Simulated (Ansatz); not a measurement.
# A scaling study of G0W0 on LiTaF6 (R-3)

Wanted: scaling of time and memory of G0W0 for LiTaF6 (R-3), at one physical accuracy.

Calculated with Ansatz 0.2.0; G0W0 on r2SCAN, plane waves, PAW.

### Step 1. Starting point

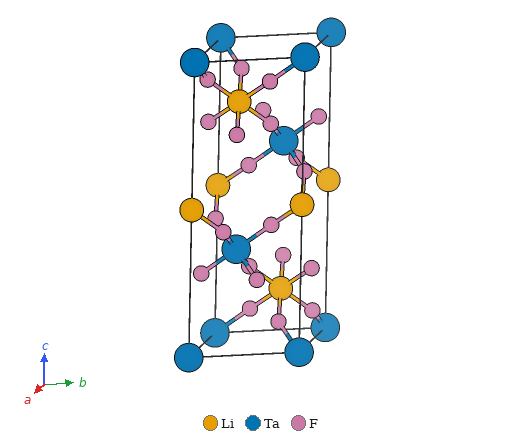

The starting structure, seen slightly off an axis (lithium orange, tantalum blue, fluorine pink). This picture shows the conventional cell, with its axes. Bonds to atoms that aren't drawn are left out. Some periodic images of atoms are drawn too.

The cell and positions are those that the Materials Project relaxed with its own functionals (PBE, PBE+U or r2SCAN), kept fixed. Spin-orbit coupling is left out unless a step names it. The default PAW set here is soft_2. Its files were made with PBE.

### Step 2. 8 atoms (1×1×1 cells), 2×2×2 mesh

G0W0 replaces the xc potential by the self-energy, built once from these orbitals. Only a window of levels is corrected, while the sums run over the empty bands that the input names.

input.yaml reads:

```yaml
crystal:
  lattice:
    - [2.5846681548, 1.4922588549, 4.5260013833]
    - [-2.5846681548, 1.4922588549, 4.5260013833]
    - [0.0, -2.9845177099, 4.5260013833]
  atoms:
    - { symbol: Li, position: [0.5, 0.5, 0.5] }
    - { symbol: Ta, position: [0.0, 0.0, 0.0] }
    - { symbol: F, position: [0.64967097, 0.24539065, 0.86097381] }
    - { symbol: F, position: [0.24539065, 0.86097381, 0.64967097] }
    - { symbol: F, position: [0.86097381, 0.64967097, 0.24539065] }
    - { symbol: F, position: [0.35032903, 0.75460935, 0.13902619] }
    - { symbol: F, position: [0.75460935, 0.13902619, 0.35032903] }
    - { symbol: F, position: [0.13902619, 0.35032903, 0.75460935] }
kpoints:
  mp_grid: { grid: [2, 2, 2] }
hamiltonian:
  xc: r2scan
scf:
  occupations: { method: fixed }
gw:
  n_empty_bands: 110
  ecut_chi: 60.0
  qp_bands: [v1, c1]
  qp_kpoints: band_edges
  screening: { model: contour_deformation }
```

The run is started by

```console
> ansatz run input.yaml --threads 16 --pin off --max-ram 36864MiB --backend cpu --events-out ev --progress --plain --runs-dir out
```

Numbers of over 12 decimals in the logs are rounded to 6 here.

Output:

```text
Engine: ansatz 0.2.0, aarch64-unknown-linux-gnu
Pseudopotentials: kind: paw
Pseudopotential: Li, paw, valence charge 3, recommended cutoff 500 eV (meta_gga), Li.paw.azcp
Pseudopotential: Ta, paw, valence charge 13, recommended cutoff 500 eV (meta_gga), Ta.paw.azcp
Pseudopotential: F, paw, valence charge 7, recommended cutoff 500 eV (meta_gga), F.paw.azcp
Functional definition: r2SCAN
  parameter k0 = 0.174
  parameter k1 = 0.065
  parameter a1 = 4.9479
  exchange = r2scan_x(k0 = k0, k1 = k1, a1 = a1)
  correlation = r2scan_c
Crystal: 8 atoms, lattice volume = 104.741 Å³
Basis set: ecut = 500 eV, 2657 PW (Γ), exchange–correlation on 160×160×160 points (64 copies of the dense FFT grid, shifted against one another)
Bands: 37, of which v1, the nominal top of the filled ones, is band 29 counted from 1 (28 counted from 0)
Symmetry: 6 space group operations
Space group: R-3 (ITA 148), of the structure as read, at distance tolerance 4.7e-5 Å
k-points: 4 of 8
Non-local potential: Li, projectors of the file, l = 0: 3, l = 1: 2, l = 2: 1
Non-local potential: Ta, projectors of the file, l = 0: 3, l = 1: 2, l = 2: 2, l = 3: 1
Non-local potential: F, projectors of the file, l = 0: 2, l = 1: 2, l = 2: 1
PAW form: soft (Blöchl's): semilocal exchange-correlation on the pseudo side does not see the compensation charge
PAW frozen core: Ta, regenerated for the run's functional (the file was generated under x = pbe(κ = 0.804, μ = 0.219515), c = pbe(β = 0.066725))
PAW frozen core: F, regenerated for the run's functional (the file was generated under x = pbe(κ = 0.804, μ = 0.219515), c = pbe(β = 0.066725))
PAW one-centre angular grid: Li, 302 points (default); XC on 327 of its mesh's 2665 points in the sphere
PAW one-centre angular grid: Ta, 590 points (default); XC on 160 Gauss nodes
PAW one-centre angular grid: F, 302 points (default); XC on 160 Gauss nodes
Initial density: superposition of atomic densities (neutral atoms: chi_scale 0, normalization atom), corrected by the library's trained network
Initial wavefunctions: pseudopotential atomic-orbital guess
Functional: x = r2scan, c = r2scan; τ floored in thin density (d = 2e-4 eV/Å³)
SCF iter   1: F=—  HF=-15018.448136 eV  |F-HF|=—  |Δ(HF+E_count)|=         —  Δρ=1.12e-2  dr2=1.59e-1  dr2_τ=2.95e-1  ethr=1.77e-3  ⟨swp⟩=4.5  Hψ=521  notcnv=0  defer=21
preconditioner: auto → Resta (q_TF=auto, 2.472 Å⁻¹)  ε∞=3.1  [insulator: Δε(μ)=7.383 eV  Ē_g=17.305 eV  n_scr=26 (ndim 8)  ℏωp=25.1 eV  f_vac=0.186  ε∞_Penn≈3.1]
SCF iter   2: F=—  HF=-15018.504156 eV  |F-HF|=—  |Δ(HF+E_count)|=   5.60e-2  Δρ=5.21e-3  dr2=7.38e-3  dr2_τ=6.95e-3  ethr=2.74e-4  ⟨swp⟩=3.0  Hψ=286  notcnv=0  defer=22
SCF iter   3: F=—  HF=-15018.505244 eV  |F-HF|=—  |Δ(HF+E_count)|=   1.09e-3  Δρ=2.17e-3  dr2=2.37e-3  dr2_τ=4.36e-4  ethr=1.27e-5  ⟨swp⟩=2.2  Hψ=230  notcnv=0  defer=22
SCF iter   4: F=—  HF=-15018.505180 eV  |F-HF|=—  |Δ(HF+E_count)|=   6.41e-5  Δρ=2.41e-4  dr2=4.52e-5  dr2_τ=6.86e-6  ethr=4.09e-6  ⟨swp⟩=2.0  Hψ=168  notcnv=0  defer=22
SCF iter   5: F=—  HF=-15018.505189 eV  |F-HF|=—  |Δ(HF+E_count)|=   8.25e-6  Δρ=4.97e-5  dr2=2.84e-6  dr2_τ=5.10e-7  ethr=7.79e-8  ⟨swp⟩=2.0  Hψ=217  notcnv=0  defer=8
SCF iter   6: F=—  HF=-15018.505189 eV  |F-HF|=—  |Δ(HF+E_count)|=   3.43e-7  Δρ=1.11e-5  dr2=1.39e-7  dr2_τ=3.40e-8  ethr=4.89e-9  ⟨swp⟩=2.5  Hψ=266  notcnv=0  defer=8
SCF iter   7: F=-15018.505189 eV  HF=-15018.505189 eV  |F-HF|=9.97e-10  |Δ(HF+E_count)|=   8.76e-8  Δρ=2.83e-6  dr2=9.52e-9  dr2_τ=6.40e-10  ethr=1.72e-10  ⟨swp⟩=8.2  Hψ=466  notcnv=0
SCF 1 converged in 7 iterations: F = -15018.505189 eV  dr2 = 9.52e-9
[...]
NSCF: frozen V_eff on 4 k-points
G₀W₀ screening: q 1/4
[... further progress lines ...]
NSCF: frozen V_eff on 1 k-points
NSCF: frozen V_eff on 1 k-points
[...]
SCF converged after 7 iterations
Free energy (F): -15018.505189 eV
Harris-Foulkes:  -15018.505189 eV  (|F-HF|=9.97e-10)
Internal energy: -15018.505189 eV  (E = F + TS)
E sigma→0 (E₀):  -15018.505189 eV
Fermi energy:    -0.287408 eV
--- Per-component energies (eV) ---
  E_band       = -738.945714
  E_kinetic    = 1629.824373
  E_local      = -5247.476941  (includes V_loc(G=0)·N_el)
  E_nonlocal   = 416.877992
  E_hartree    = 1940.630603
  E_xc         = -688.045794
  E_vxc        = -931.386915  (∫ρ·V_xc dr)
  E_paw        = -9662.454703  (= ΣΔE_a)
  E_vpaw       = -551.938130  (= ΣTr[D̂ρ^β])
  E_aug_tail   = 0.006051  (compensation charges beyond the density's cutoff)
  E_vtau       = 63.885982  (kinetic-family band-sum trace: ∫τ·v_τ [+ j·A + Jᵃ·Aᵃ] dr)
  E_ewald      = -3406.922141
  E_core_change = -0.944629  (= ΣΔE_core)
  E_smearing   = -0.000000  (= −TS)
  E_closure    = 0.000000  (closes the sum)
  Σ components = -15018.505189   (vs F -15018.505189, Δ=0.00e0)
--- Band table (eV) ---
  k-point 0: bands = [... 25 lower, -0.5472, -0.5412, -0.2874, -0.2874, 6.8189, 6.8306, 6.8306, 9.3125, ... 4 higher]
  k-point 1: bands = [... 25 lower, -0.5596, -0.5484, -0.4647, -0.3569, 6.7468, 6.7909, 6.8673, 10.9332, ... 4 higher]
  k-point 2: bands = [... 25 lower, -0.6026, -0.6009, -0.5809, -0.3179, 6.8121, 6.8250, 6.9077, 11.1234, ... 4 higher]
  k-point 3: bands = [... 25 lower, -0.5622, -0.5622, -0.4527, -0.4527, 6.8459, 6.9007, 6.9007, 11.2790, ... 4 higher]
--- G₀W₀: contour deformation, 5 samples at zero and on the imaginary axis and 0 off it, 8 q-points, 110 empty bands' worth ---
  eigenvalues of the whole cell's RPA ε∞ on this k-mesh (on a slab, of 1 + 4πα/V) = 2.0676, 2.0676, 2.0677; static W/v taken at q = 0 is 0.483637
  bands read: the sum over 139 bands ends inside a degenerate multiplet in 1 slot, whose members it reads at an even weight; the widest, k=0: bands 139 to 140 (counted from 1) at 1/2 each
  gw.qp_kpoints: band_edges: 4 of 4 stored k-points solved, in 1 pass; an edge of the gap read off the rows below is read off those points alone
    ik  band        ε_KS         Σx   Σc(E_QP)       V_xc       Z   E_QP_lin       E_QP  E_QP is
     0    29     -0.2874   -32.0003     5.4575   -24.9049  0.7950    -1.9591    -1.9254  root
     0    30      6.8189   -15.4225    -3.5991   -21.5544  0.8483     9.4026     9.3518  root
     1    29     -0.3569   -31.9023     5.4558   -24.7988  0.7946    -2.0390    -2.0046  root
     1    30      6.7468   -15.2818    -3.5618   -21.3664  0.8493     9.3193     9.2695  root
     2    29     -0.3179   -31.9724     5.4498   -24.8795  0.7950    -1.9950    -1.9610  root
     2    30      6.8121   -15.6994    -3.4653   -21.7025  0.8482     9.3997     9.3498  root
     3    29     -0.4527   -31.7540     5.4463   -24.6485  0.7941    -2.1473    -2.1119  root
     3    30      6.8459   -15.4683    -3.5474   -21.5378  0.8484     9.4178     9.3679  root
```

It took 2.1 s on 16 threads of Arm Neoverse V2, shared host; peak memory 0.73 GiB.

Numbers from this step:

```
bands summed                                 : 139
RPA ε∞ on this mesh (eigenvalues)            : 2.068, 2.068, 2.068
plane waves in the screening matrix          : 119
q-points in the mesh                         : 8
G0W0 gap on the mesh                         : 11.19 eV
k of the valence top                         : 0, 0, 0
k of the conduction bottom                   : 0, 0, -0.5
starting gap on the mesh                     : 7.034 eV
Z at the valence top                         : 0.7950
Z at the conduction bottom                   : 0.8493
least direct G0W0 gap on the computed points : 11.27 eV
```

The gap on the mesh goes from 7.03 eV to 11.19 eV, a correction of +4.16 eV. Between the two edge states, bare exchange in place of the xc potential would open the gap by 13.18 eV, and correlation takes back 9.02 eV.

### Step 3. No symmetry, 2×2×2 mesh

input.yaml, as its differences from that of step 2:

```diff
@@ -14,2 +14,3 @@
     - { symbol: F, position: [0.13902619, 0.35032903, 0.75460935] }
+  symmetry: { detect: false }
 kpoints:
```

Output:

```text
[...]
Crystal: 8 atoms, lattice volume = 104.741 Å³
Basis set: ecut = 500 eV, 2657 PW (Γ), exchange–correlation on 160×160×160 points (64 copies of the dense FFT grid, shifted against one another)
Bands: 37, of which v1, the nominal top of the filled ones, is band 29 counted from 1 (28 counted from 0)
Symmetry: 1 space group operations
k-points: 8
[...]
3    30      6.8121   -15.6995    -3.4653   -21.7025  0.8482     9.3997     9.3498  root
[...]
6    29     -0.3179   -31.9724     5.4498   -24.8795  0.7950    -1.9950    -1.9610  root
     6    30      6.8121   -15.6994    -3.4653   -21.7024  0.8482     9.3997     9.3498  root
     7    29     -0.4527   -31.7540     5.4463   -24.6485  0.7941    -2.1473    -2.1119  root
     7    30      6.8459   -15.4683    -3.5474   -21.5378  0.8484     9.4178     9.3679  root
[key lines of the parts left out:]
SCF converged after 7 iterations
Free energy (F): -15018.505189 eV
Fermi energy:    -0.287389 eV
```

Elapsed: 4.2 s, on 16 threads; peak memory 0.97 GiB; 50 s of CPU time.

Numbers from this step:

* bands summed: 139
* RPA ε∞ on this mesh (eigenvalues): 2.068, 2.068, 2.068
* plane waves in the screening matrix: 119
* G0W0 gap on the mesh: 11.19 eV
* k of the valence top: 0, 0, 0
* k of the conduction bottom: 0, -0.5, 0
* starting gap on the mesh: 7.034 eV
* least direct G0W0 gap on the computed points: 11.27 eV

Against the run with 2×2×2 mesh, 110 empty bands, screening to 60 eV, the gap moves by +0.000 eV.

### Step 4. 1 thread, 2×2×2 mesh

input.yaml, as its differences from that of step 3:

```diff
@@ -14,3 +14,2 @@
     - { symbol: F, position: [0.13902619, 0.35032903, 0.75460935] }
-  symmetry: { detect: false }
 kpoints:
```

The run is started by

```console
> ansatz run input.yaml --threads 1 --pin off --max-ram 36864MiB --backend cpu --events-out ev --progress --plain --runs-dir out
```

Output:

```text
[...]
Crystal: 8 atoms, lattice volume = 104.741 Å³
Basis set: ecut = 500 eV, 2657 PW (Γ), exchange–correlation on 160×160×160 points (64 copies of the dense FFT grid, shifted against one another)
Bands: 37, of which v1, the nominal top of the filled ones, is band 29 counted from 1 (28 counted from 0)
Symmetry: 6 space group operations
[...]
k-points: 4 of 8
[...]
1    29     -0.3569   -31.9023     5.4558   -24.7988  0.7946    -2.0390    -2.0046  root
     1    30      6.7468   -15.2818    -3.5618   -21.3664  0.8493     9.3193     9.2695  root
     2    29     -0.3179   -31.9724     5.4498   -24.8795  0.7950    -1.9950    -1.9610  root
     2    30      6.8121   -15.6994    -3.4653   -21.7025  0.8482     9.3997     9.3498  root
     3    29     -0.4527   -31.7540     5.4463   -24.6485  0.7941    -2.1473    -2.1119  root
     3    30      6.8459   -15.4683    -3.5474   -21.5378  0.8484     9.4178     9.3679  root
[key lines of the parts left out:]
SCF converged after 7 iterations
Free energy (F): -15018.505189 eV
Fermi energy:    -0.287408 eV
```

It took 15 s on 1 thread; peak memory 0.52 GiB.

This step gave:

```yaml
bands_summed: 139
rpa_eps_infinity_on_this_mesh_eigenvalues: 2.068, 2.068, 2.068
plane_waves_in_the_screening_matrix: 119
g0w0_gap_on_the_mesh: 11.19 eV
k_of_the_valence_top: 0, 0, 0
k_of_the_conduction_bottom: 0, 0, -0.5
starting_gap_on_the_mesh: 7.034 eV
least_direct_g0w0_gap_on_the_computed_points: 11.27 eV
```

Against the run with 2×2×2 mesh, 110 empty bands, screening to 60 eV, the gap moves by +0.000 eV.

### Step 5. 2 threads, 2×2×2 mesh

input.yaml is that of step 4.

The run is started by

```console
> ansatz run input.yaml --threads 2 --pin off --max-ram 36864MiB --backend cpu --events-out ev --progress --plain --runs-dir out
```

Output:

```text
[...]
Crystal: 8 atoms, lattice volume = 104.741 Å³
Basis set: ecut = 500 eV, 2657 PW (Γ), exchange–correlation on 160×160×160 points (64 copies of the dense FFT grid, shifted against one another)
Bands: 37, of which v1, the nominal top of the filled ones, is band 29 counted from 1 (28 counted from 0)
Symmetry: 6 space group operations
[...]
k-points: 4 of 8
[...]
1    29     -0.3569   -31.9023     5.4558   -24.7988  0.7946    -2.0390    -2.0046  root
     1    30      6.7468   -15.2818    -3.5618   -21.3664  0.8493     9.3193     9.2695  root
     2    29     -0.3179   -31.9724     5.4498   -24.8795  0.7950    -1.9950    -1.9610  root
     2    30      6.8121   -15.6994    -3.4653   -21.7025  0.8482     9.3997     9.3498  root
     3    29     -0.4527   -31.7540     5.4463   -24.6485  0.7941    -2.1473    -2.1119  root
     3    30      6.8459   -15.4683    -3.5474   -21.5378  0.8484     9.4178     9.3679  root
[key lines of the parts left out:]
SCF converged after 7 iterations
Free energy (F): -15018.505189 eV
Fermi energy:    -0.287408 eV
```

Elapsed: 7.7 s, on 2 threads; peak memory 0.58 GiB; 15 s of CPU time.

(Unchanged from step 4.)

Against the run with 2×2×2 mesh, 110 empty bands, screening to 60 eV, the gap moves by +0.000 eV.

### Step 6. 4 threads, 2×2×2 mesh

input.yaml is that of step 5.

The run is started by

```console
> ansatz run input.yaml --threads 4 --pin off --max-ram 36864MiB --backend cpu --events-out ev --progress --plain --runs-dir out
```

Output:

```text
[...]
Crystal: 8 atoms, lattice volume = 104.741 Å³
Basis set: ecut = 500 eV, 2657 PW (Γ), exchange–correlation on 160×160×160 points (64 copies of the dense FFT grid, shifted against one another)
Bands: 37, of which v1, the nominal top of the filled ones, is band 29 counted from 1 (28 counted from 0)
Symmetry: 6 space group operations
[...]
k-points: 4 of 8
[...]
1    29     -0.3569   -31.9023     5.4558   -24.7988  0.7946    -2.0390    -2.0046  root
     1    30      6.7468   -15.2818    -3.5618   -21.3664  0.8493     9.3193     9.2695  root
     2    29     -0.3179   -31.9724     5.4498   -24.8795  0.7950    -1.9950    -1.9610  root
     2    30      6.8121   -15.6994    -3.4653   -21.7025  0.8482     9.3997     9.3498  root
     3    29     -0.4527   -31.7540     5.4463   -24.6485  0.7941    -2.1473    -2.1119  root
     3    30      6.8459   -15.4683    -3.5474   -21.5378  0.8484     9.4178     9.3679  root
[key lines of the parts left out:]
SCF converged after 7 iterations
Free energy (F): -15018.505189 eV
Fermi energy:    -0.287408 eV
```

Elapsed: 4.3 s, on 4 threads; peak memory 0.71 GiB; 15 s of CPU time.

(Unchanged from step 4.)

Against the run with 2×2×2 mesh, 110 empty bands, screening to 60 eV, the gap moves by +0.000 eV.

### Step 7. 8 threads, 2×2×2 mesh

input.yaml is that of step 6.

The run is started by

```console
> ansatz run input.yaml --threads 8 --pin off --max-ram 36864MiB --backend cpu --events-out ev --progress --plain --runs-dir out
```

Output:

```text
[...]
Crystal: 8 atoms, lattice volume = 104.741 Å³
Basis set: ecut = 500 eV, 2657 PW (Γ), exchange–correlation on 160×160×160 points (64 copies of the dense FFT grid, shifted against one another)
Bands: 37, of which v1, the nominal top of the filled ones, is band 29 counted from 1 (28 counted from 0)
Symmetry: 6 space group operations
[...]
k-points: 4 of 8
[...]
1    29     -0.3569   -31.9023     5.4558   -24.7988  0.7946    -2.0390    -2.0046  root
     1    30      6.7468   -15.2818    -3.5618   -21.3664  0.8493     9.3193     9.2695  root
     2    29     -0.3179   -31.9724     5.4498   -24.8795  0.7950    -1.9950    -1.9610  root
     2    30      6.8121   -15.6994    -3.4653   -21.7025  0.8482     9.3997     9.3498  root
     3    29     -0.4527   -31.7540     5.4463   -24.6485  0.7941    -2.1473    -2.1119  root
     3    30      6.8459   -15.4683    -3.5474   -21.5378  0.8484     9.4178     9.3679  root
[key lines of the parts left out:]
SCF converged after 7 iterations
Free energy (F): -15018.505189 eV
Fermi energy:    -0.287408 eV
```

It took 2.8 s on 8 threads; peak memory 0.72 GiB; 17 s of CPU time.

This step gave:

- bands summed: 139
- RPA ε∞ on this mesh (eigenvalues): 2.068, 2.068, 2.068
- plane waves in the screening matrix: 119
- G0W0 gap on the mesh: 11.19 eV
- k of the valence top: 0, 0, 0
- k of the conduction bottom: 0, 0, -0.5
- starting gap on the mesh: 7.034 eV
- least direct G0W0 gap on the computed points: 11.27 eV

Against the run with 2×2×2 mesh, 110 empty bands, screening to 60 eV, the gap moves by +0.000 eV.

### Step 8. 16 atoms (2×1×1 cells), 1×2×2 mesh

input.yaml reads:

```yaml
crystal:
  lattice:
    - [5.1693363096, 2.9845177098, 9.0520027666]
    - [-2.5846681548, 1.4922588549, 4.5260013833]
    - [0.0, -2.9845177099, 4.5260013833]
  atoms:
    - { symbol: Li, position: [0.25, 0.5, 0.5] }
    - { symbol: Ta, position: [0.0, 0.0, 0.0] }
    - { symbol: F, position: [0.324835485, 0.24539065, 0.86097381] }
    - { symbol: F, position: [0.122695325, 0.86097381, 0.64967097] }
    - { symbol: F, position: [0.430486905, 0.64967097, 0.24539065] }
    - { symbol: F, position: [0.175164515, 0.75460935, 0.13902619] }
    - { symbol: F, position: [0.377304675, 0.13902619, 0.35032903] }
    - { symbol: F, position: [0.069513095, 0.35032903, 0.75460935] }
    - { symbol: Li, position: [0.75, 0.5, 0.5] }
    - { symbol: Ta, position: [0.5, 0.0, 0.0] }
    - { symbol: F, position: [0.824835485, 0.24539065, 0.86097381] }
    - { symbol: F, position: [0.622695325, 0.86097381, 0.64967097] }
    - { symbol: F, position: [0.930486905, 0.64967097, 0.24539065] }
    - { symbol: F, position: [0.675164515, 0.75460935, 0.13902619] }
    - { symbol: F, position: [0.877304675, 0.13902619, 0.35032903] }
    - { symbol: F, position: [0.569513095, 0.35032903, 0.75460935] }
kpoints:
  mp_grid: { grid: [1, 2, 2] }
hamiltonian:
  xc: r2scan
scf:
  occupations: { method: fixed }
gw:
  n_empty_bands: 220
  ecut_chi: 60.0
  qp_bands: [v1, c1]
  qp_kpoints: band_edges
  screening: { model: contour_deformation }
```

The run is started by

```console
> ansatz run input.yaml --threads 16 --pin off --max-ram 36864MiB --backend cpu --events-out ev --progress --plain --runs-dir out
```

Output:

```text
[...]
Crystal: 16 atoms, lattice volume = 209.481 Å³
Basis set: ecut = 500 eV, 5313 PW (Γ), exchange–correlation on 320×160×160 points (64 copies of the dense FFT grid, shifted against one another)
Bands: 74, of which v1, the nominal top of the filled ones, is band 58 counted from 1 (57 counted from 0)
Symmetry: 4 space group operations
[...]
k-points: 4
[...]
1    58     -0.3179   -31.9724     5.4498   -24.8795  0.7950    -1.9950    -1.9610  root
     1    59      6.7468   -15.2818    -3.5619   -21.3664  0.8493     9.3192     9.2694  root
     2    58     -0.3179   -31.9725     5.4498   -24.8795  0.7950    -1.9950    -1.9611  root
     2    59      6.7468   -15.2818    -3.5620   -21.3664  0.8492     9.3191     9.2693  root
     3    58     -0.3179   -31.9724     5.4498   -24.8795  0.7950    -1.9951    -1.9611  root
     3    59      6.8121   -15.6995    -3.4654   -21.7025  0.8482     9.3996     9.3497  root
[key lines of the parts left out:]
SCF converged after 7 iterations
Free energy (F): -30037.010378 eV
Fermi energy:    -0.287390 eV
```

Elapsed: 7.6 s, on 16 threads; peak memory 1.8 GiB.

This step gave:

```
bands summed                                 : 278
RPA ε∞ on this mesh (eigenvalues)            : 2.068, 2.068, 2.068
plane waves in the screening matrix          : 231
G0W0 gap on the mesh                         : 11.19 eV
k of the valence top                         : 0, 0, 0
k of the conduction bottom                   : 0, -0.5, 0
starting gap on the mesh                     : 7.034 eV
least direct G0W0 gap on the computed points : 11.19 eV
```

The gap on the mesh goes from 7.03 eV to 11.19 eV, a correction of +4.16 eV. Between the two edge states, bare exchange in place of the xc potential would open the gap by 13.18 eV, and correlation takes back 9.02 eV.

(Continued in part 2 of 2.)

[Paths, hosts, dates, memory and timing lines, banners, echoed tables and standing remarks are left out of the program output.]

[Logs are printed without paths, hosts, clocks, repeated set-up lines and the standing remarks that a program may print on its own settings, such as how far it seeks lower states.]

[Runs of the session that timed out or met a known fault of the program may be left out.]

[Cells called generated may have been cut or substituted from an entry of the Crystallography Open Database or the Materials Project.]

[Hosts, paths, dates, database ids (printed as entryN), source tags and the programs' standing remarks are cut or masked in the printed files.]
